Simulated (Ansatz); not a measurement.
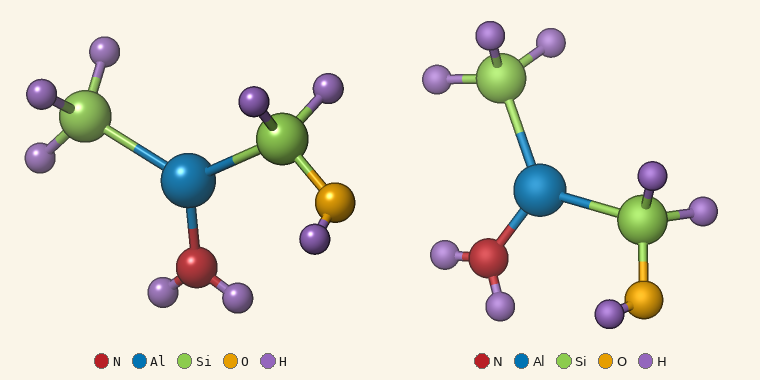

Two views of one molecule.

The computed structure is the end point of a PBE0-D4/def2-TZVP optimisation.

What does the picture show?

The molecule is AlH8NOSi2. As SMILES it reads `[NH2][Al]([SiH3])[SiH2]O`. Among its groups: Si–H bond, Si–O bond. This geometry has C1 symmetry. Coordination: 1 N trigonal planar; 1 Al trigonal planar; 2 Si tetrahedral; 1 O bent.

The parts below concern this one geometry. Atoms keep their numbers from picture to picture.

**Shape**

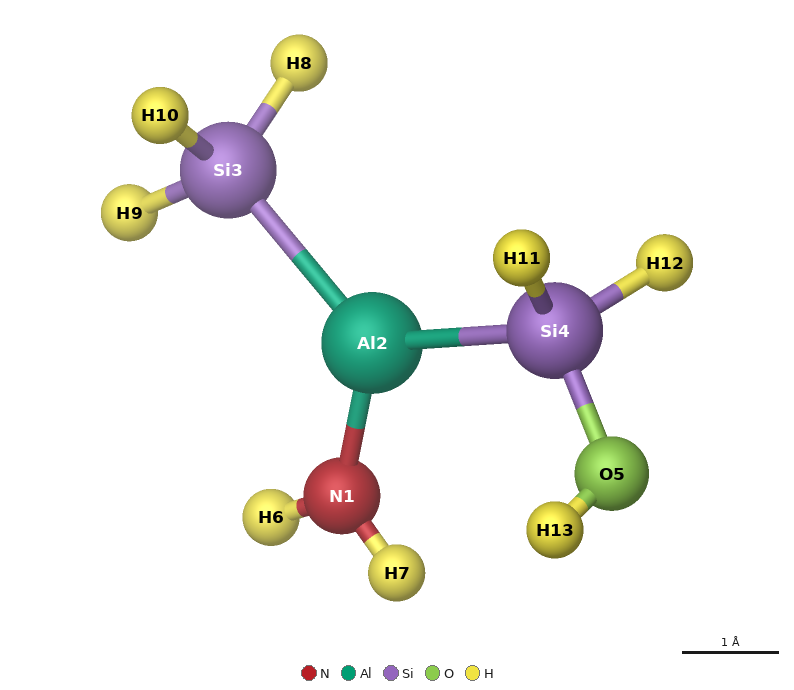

Numbered structure.

Which atoms are bonded, and how long are the bonds?

```csv
bond,length (Å)
N1–Al2,1.772
N1–H6,1.008
N1–H7,1.008
Al2–Si3,2.457
Al2–Si4,2.469
Si3–H8,1.492
Si3–H9,1.492
Si3–H10,1.492
Si4–O5,1.666
Si4–H11,1.498
Si4–H12,1.490
O5–H13,0.958
```

**Levels of theory compared**

Program: Ansatz 0.2.0.

At this fixed geometry, give dipole (D) at these levels: B3LYP-D4/def2-TZVPP; PBE-D4/def2-TZVPP; PBE0-D4/def2-TZVP; r2SCAN-D4/def2-TZVPP; ωB97M-V/def2-TZVPP.

```
               level  dipole (D)
 B3LYP-D4/def2-TZVPP        2.19
   PBE-D4/def2-TZVPP        2.26
   PBE0-D4/def2-TZVP        2.21
r2SCAN-D4/def2-TZVPP        2.26
  ωB97M-V/def2-TZVPP        2.21
```

**Charges**

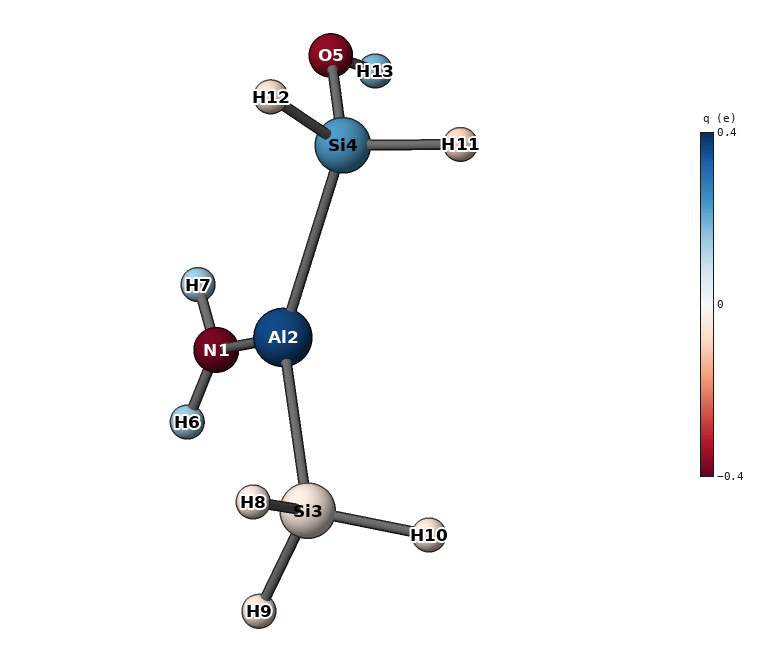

Atoms are coloured by their Mulliken charges. Method: RKS PBE-D4/def2-TZVPP (Ansatz 0.2.0).

List the Mulliken charges.

| atom | value (e) |
| --- | --- |
| N1 | −0.38 |
| Al2 | 0.36 |
| Si3 | −0.04 |
| Si4 | 0.23 |
| O5 | −0.36 |
| H6 | 0.14 |
| H7 | 0.14 |
| H8 | −0.04 |
| H9 | −0.05 |
| H10 | −0.04 |
| H11 | −0.08 |
| H12 | −0.06 |
| H13 | 0.18 |

**Vibrations**

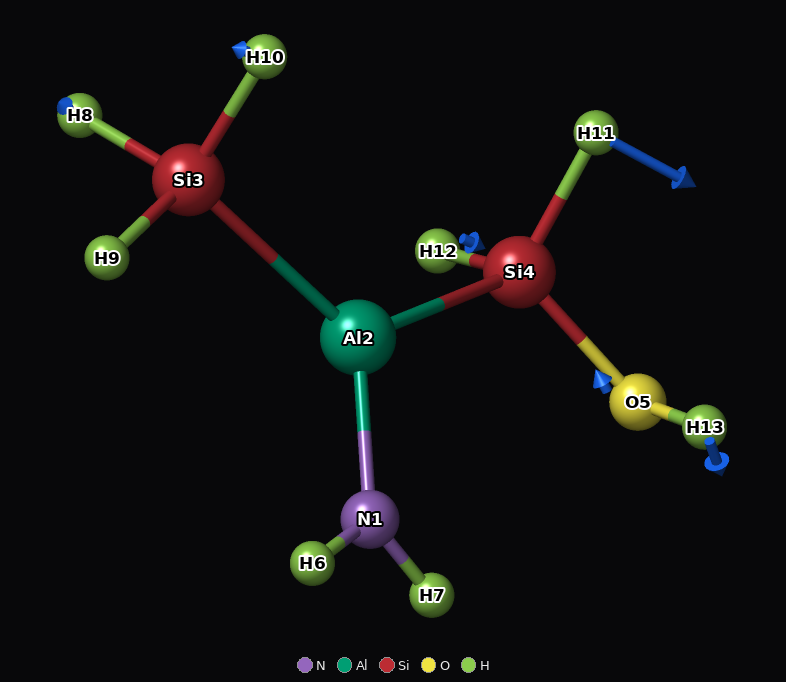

The arrows show one normal mode. Harmonic vibrations computed with RKS PBE0-D4/def2-TZVP (Ansatz 0.2.0) at a stationary point of the same level.

**Estimate its harmonic wavenumber.**

823 cm⁻¹; it is mode 18 of 33 counted from the lowest.

Mulliken values depend strongly on the basis set and can even reverse the polarity of a bond.
